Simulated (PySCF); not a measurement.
# MP2/ANO-RCC-MB (sfX2C) run of CH6ClNSi (SMILES CN[SiH2]Cl)

Aim: the vertical ionisation energy of CH6ClNSi at MP2/ANO-RCC-MB (sfX2C), from 2 runs. Input form: a Python script.

The results are computed with PySCF 2.14.0.

## (1) The system as given

CH6ClNSi: 10 atoms, total charge 0, spin state singlet. SMILES: `CN[SiH2]Cl`. Geometry: relaxed at PBE0-D4/def2-TZVP. This is one conformer, not always the lowest.

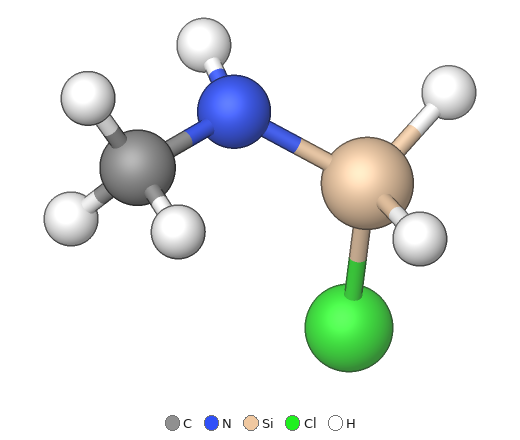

Viewed from a chosen angle; carbon grey, nitrogen blue, silicon light orange, chlorine green, hydrogen white.

## (2) The energy at MP2/ANO-RCC-MB (sfX2C)

run.py reads:

```python
from pyscf import gto, scf, mp

molecule = gto.M(
    atom='''
C       -0.242300       1.264400       0.564800
N       -0.436700       0.246400      -0.448800
Si       0.477700      -1.180400      -0.542000
Cl       0.138000      -2.533300       0.993900
H       -0.833400       1.088300       1.470800
H       -0.494100       2.254000       0.174500
H        0.810100       1.289000       0.857400
H       -1.369300       0.230400      -0.831400
H        0.120300      -1.874000      -1.798300
H        1.912700      -0.835900      -0.438000
''',
    max_memory=1860,
    charge=0,
    basis='ano-rcc-mb',
    verbose=3,
)

calc0 = scf.RHF(molecule)
calc0 = calc0.sfx2c1e()
calc0.conv_tol = 1e-10
calc0.kernel()
if not calc0.converged:
    calc0 = calc0.newton().run(calc0.mo_coeff, calc0.mo_occ)

pt = mp.MP2(calc0, frozen=12).run()
etot = pt.e_tot
print('E(%s) = %.9f' % ('MP2', etot))
```

The run is started by

```
OMP_NUM_THREADS=1 python run.py
```

The log of the run:

```text
converged SCF energy = -846.111375329349
E(RMP2) = -846.256092025134  E_corr = -0.144716695784419
E(SCS-RMP2) = -846.267345127458  E_corr = -0.155969798108435
E(MP2) = -846.256092025
```

Wall time 4.8 s (1 thread of Arm Neoverse V1, shared host); peak memory 0.15 GiB.

## (3) The doublet cation at the same level

input.py reads:

```python
from pyscf import gto, mp

system = gto.M(
    atom='''
C   -0.242300   1.264400   0.564800
N   -0.436700   0.246400  -0.448800
Si   0.477700  -1.180400  -0.542000
Cl   0.138000  -2.533300   0.993900
H   -0.833400   1.088300   1.470800
H   -0.494100   2.254000   0.174500
H    0.810100   1.289000   0.857400
H   -1.369300   0.230400  -0.831400
H    0.120300  -1.874000  -1.798300
H    1.912700  -0.835900  -0.438000
''',
    max_memory=1860,
    charge=1,
    spin=1,
    basis='ano-rcc-mb',
    verbose=3,
)

hf = system.UHF()
hf = hf.x2c()
hf.conv_tol = 1e-10
hf.kernel()
if not hf.converged:
    hf = hf.newton().run(hf.mo_coeff, hf.mo_occ)

pt = mp.MP2(hf, frozen=12).run()
e_final = pt.e_tot
print('E = %.10f Eh' % e_final)
```

The run is started by

```
OMP_NUM_THREADS=1 python input.py
```

The log of the run:

```text
converged SCF energy = -845.779927703236  <S^2> = 0.76629342  2S+1 = 2.0162276
E(UMP2) = -845.91608448516  E_corr = -0.136156781923823
E(SCS-UMP2) = -845.927073137492  E_corr = -0.14714543425608
E = -845.9160844852 Eh
```

Run time: 4.8 s. Hardware: 1 thread of Arm Neoverse V1, shared host; peak memory 0.15 GiB.

## (4) Outcome

At MP2/ANO-RCC-MB (sfX2C), 12 core orbitals frozen:

```
                                                                  quantity          value
                                            singlet CH6ClNSi: total energy  -846.25609 Eh
                    singlet CH6ClNSi: dipole moment (Hartree–Fock density)         2.86 D
                     singlet CH6ClNSi: HOMO energy (Hartree–Fock orbitals)      -11.31 eV
                     singlet CH6ClNSi: LUMO energy (Hartree–Fock orbitals)        4.85 eV
                   singlet CH6ClNSi: HOMO–LUMO gap (Hartree–Fock orbitals)       16.15 eV
            singlet CH6ClNSi: correlation energy (12 core orbitals frozen)     -144.7 mEh
                                              doublet cation: total energy  -845.91608 Eh
doublet cation: HOMO energy (Hartree–Fock orbitals) (highest over α and β)      -17.73 eV
 doublet cation: LUMO energy (Hartree–Fock orbitals) (lowest over α and β)       -6.83 eV
              doublet cation: correlation energy (12 core orbitals frozen)     -136.2 mEh
                         doublet cation: ⟨S²⟩ of the reference determinant          0.766
                        vertical ionisation energy (to the doublet cation)       9.252 eV
```

**Reading.** Removing an electron at fixed nuclei costs 9.25 eV (213 kcal/mol). In a minimal basis such a difference can be off by several eV, whatever the method. Mulliken charges (singlet CH6ClNSi) of the mean-field density run from -0.63 on N2 to +0.81 on Si3.
